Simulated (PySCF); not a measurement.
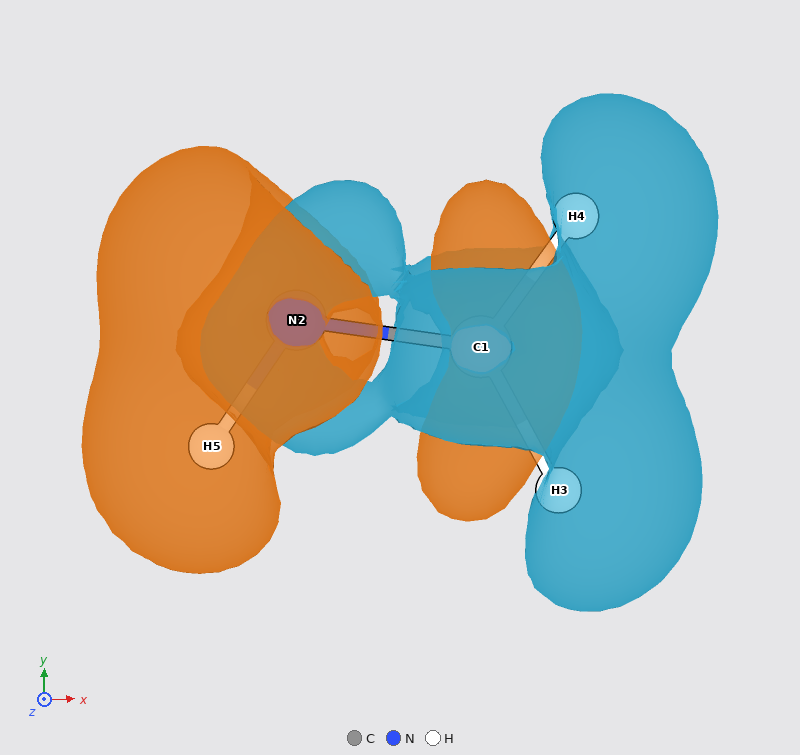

CH3N, SMILES `C=N`. Change of the electron density in a uniform field of 0.51 V/Å, surfaces at ±0.003 e/Å³ (light blue: gain, orange: loss).

PySCF calculation, ωB97X/6-311+G**, gas phase; geometry: GFN2-xTB. No frequency check shows the geometry to be a minimum. The basis has diffuse s and p functions alone, which still leaves polarisabilities too small, most of all across bonds.

Cartesian coordinates (Å):

```
C1       0.5811   -0.0314    0.0000
N2      -0.6544    0.1480    0.0000
H3       1.1009   -0.9959    0.0000
H4       1.2167    0.8461    0.0000
H5      -1.2232   -0.6985    0.0000
```

The field was applied in both directions; the picture shows the one opposite to the script's first.

Along which Cartesian direction does the field point?

Along −x: electrons gather on the +x side, against the field.

What dipole is induced, and what polarisability does it imply?

The induced dipole is 0.72 D (along the field); α along this axis, from the fields in both directions, is 28 bohr³ (4.2 Å³).

The PySCF run took 5.3 s on 1 thread of Intel(R) Xeon(R) 6975P-C (Granite Rapids), on a shared host, peak memory 0.27 GiB.
